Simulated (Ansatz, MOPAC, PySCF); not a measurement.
SiH4 (SMILES [SiH4]) and C2H2 (SMILES C#C) are pulled apart as rigid monomers along the line of their centres of mass, from the B3LYP-D3(BJ)/def2-TZVP minimum. Starting geometry (charge 0, multiplicity 1):
```xyz
9

Si    -0.29028    -0.03819     0.13972
H     -0.54335    -0.04653    -1.32106
H      1.09636     0.41419     0.38738
H     -0.47526    -1.40576     0.67127
H     -1.24275     0.88784     0.79036
C      0.95296     0.06320     3.63338
C     -0.22600     0.02949     3.83620
H      1.99913     0.09351     3.44983
H     -1.27326    -0.00010     4.01366
```

Interaction energies with rigid monomers; basis-set methods are counterpoise corrected unless marked otherwise.

Cores are frozen in the correlated methods. The state that AM1 reach isn't checked.

The values were computed with Ansatz (a program for electronic structure) with Gaussian orbitals; MOPAC for AM1 (differences of heats of formation); PySCF for the dispersion terms. Each number belongs to the level named beside it.

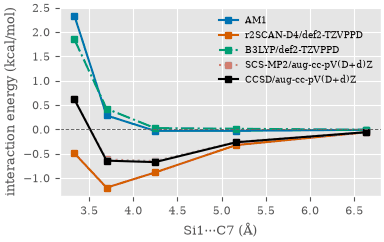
Figure: Interaction energy against separation

Which level binds most strongly at Si1···C7 = 3.70, and by how much?

r2SCAN-D4/def2-TZVPPD, -1.2 kcal/mol.
